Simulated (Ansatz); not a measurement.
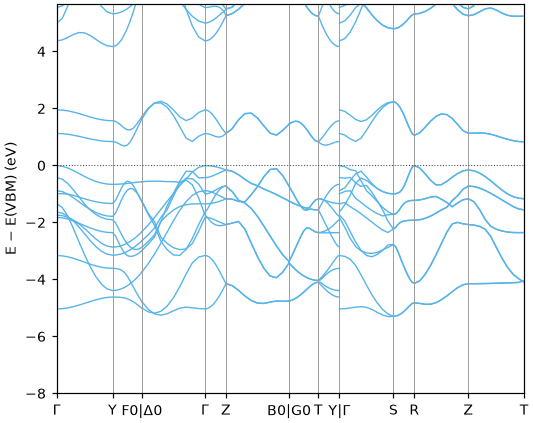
Figure: Band structure from DFT-LDA in the program Ansatz with PAW potentials

Question: Read off the gap and where the band edges lie.

Answer: About 0.7 eV (0.68 eV by a search for the band edges); maximum at R, minimum on the Y–F0 line, 41 % of the way from Y.

The material is I (molecular I2 type, Cmce).

The LDA relaxation kept the symmetry of its start. A crystal of weakly bound units computed without a dispersion correction: the cell and the soft elastic constants depend strongly on that. Spin–orbit coupling is left out wherever it is not named.

Potentials: the later of the program's two PAW sets.
